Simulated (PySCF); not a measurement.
**C$_{5}$H$_{10}$AlAs (SMILES CC#C[CH2][Al]([CH3])[AsH2]): density, localisation and related maps**

The calculation's input:

```
{"job": {"kind": "uv", "xc": "CAM-B3LYP", "basis": "def2-SVPD", "nstates": 8, "ntriplets": 3}, "charge": 0, "multiplicity": 1}
C      3.208116     1.334889    -0.236664
C      2.178141     0.355499     0.057830
C      1.410566    -0.529891     0.337921
C      0.362316    -1.484378     0.625973
Al    -1.287505    -0.415704     0.120069
C     -3.057078    -1.326177     0.272518
As    -0.886500     1.886503    -0.500064
H      3.841048     1.493951     0.637178
H      3.829537     0.989344    -1.063294
H      2.748821     2.285716    -0.515321
H      0.518109    -2.395466     0.033799
H      0.414033    -1.778982     1.682531
H     -3.369706    -1.474915     1.313445
H     -3.051917    -2.323250    -0.183690
H     -3.864610    -0.763242    -0.212637
H     -0.635077     2.053411     0.983359
H     -2.365290     2.104719    -0.236793
```

Launched as:

```sh
OMP_NUM_THREADS=1 python probes_run.py task.json out
```

Geometry: GFN2-xTB.

Method: CAM-B3LYP/def2-SVPD, SCF density, gas phase (PySCF 2.14.0).

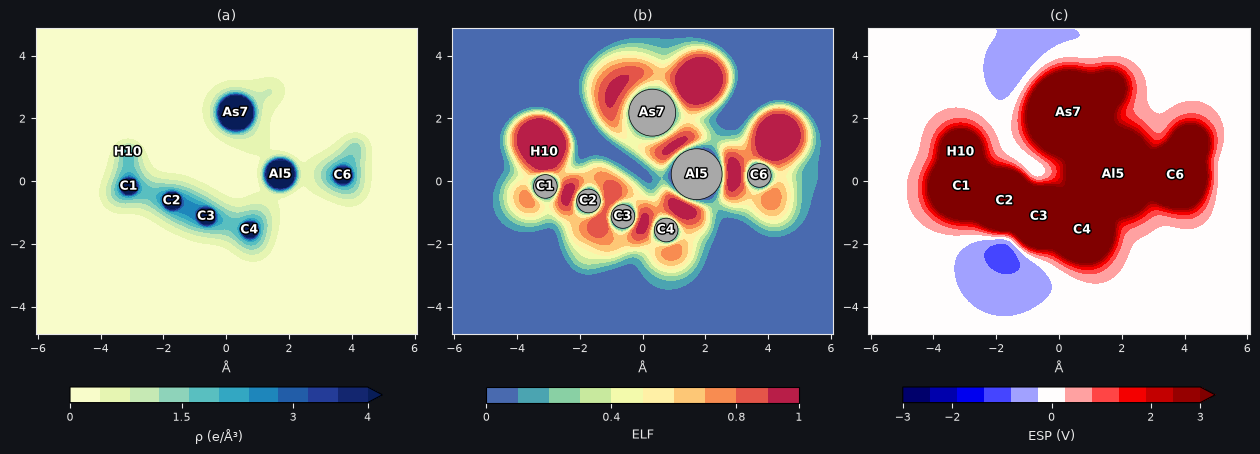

Figure 1. (a) total electron density; (b) ELF; (c) molecular electrostatic potential on the plane of atoms C6, Al5 and As7. Grey discs cover the atomic cores in the ELF map.

Question: Interpret the plot.

Answer: Atoms in the plane: C, Al, As and H. C–C (1.20 Å): ρ is about 2.7 e/Å³ halfway; the ELF peaks at about 0.80 between the atoms; a short, multiple covalent bond. C–Al (2.00 Å): the density is about 0.69 e/Å³ at the midpoint; the ELF peaks at about 0.95 between the atoms (a shared but strongly polarised pair). Al–As (2.42 Å): ρ is about 0.55 e/Å³ halfway; the ELF peaks at about 0.95 between the atoms: localised, covalent bonding. C–H (1.09 Å): ρ is about 1.9 e/Å³ halfway; the ELF climbs to about 1 towards the hydrogen, as it does in any bond to H (a covalent bond by its length). The ELF also peaks beside As7, away from the bonds: lone-pair regions. Outside the dense part of the molecule the potential is most negative (−1.2 V) near C3.

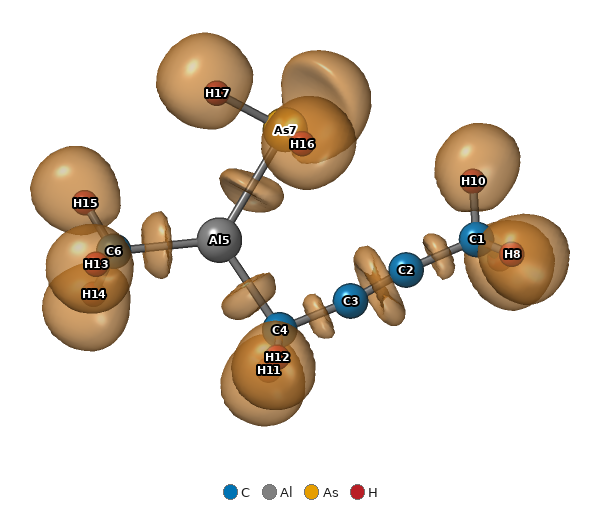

Figure 2. Isosurface of the electron localisation function at 0.85 (orange), seen across its widest extent. Core shells and regions of very low density are left out.

Question: Identify the bonds, lone pairs and shells in this picture.

Answer: The surface consists of two regions between bonded Al–C atoms (shared pairs), three regions between bonded C–C atoms (shared pairs), ten regions around hydrogen nuclei, one lobe on As, pointing away from the bonds (lone pairs) and one region wrapped around Al (its valence shell).

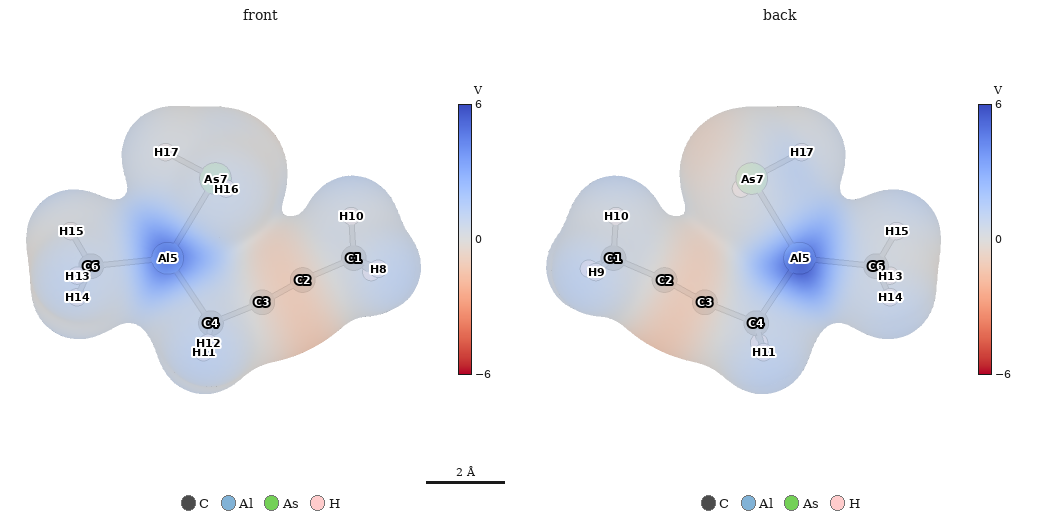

Figure 3. The electrostatic potential painted on the density surface at 0.004 e/bohr³, seen from the front and from behind; the colour scale runs from red (negative) to blue (positive).

Question: Describe the electrostatic potential map.

Answer: The most negative region (about −1.1 V) lies over C2 and C3, the most positive (about +4.9 V) over Al5.
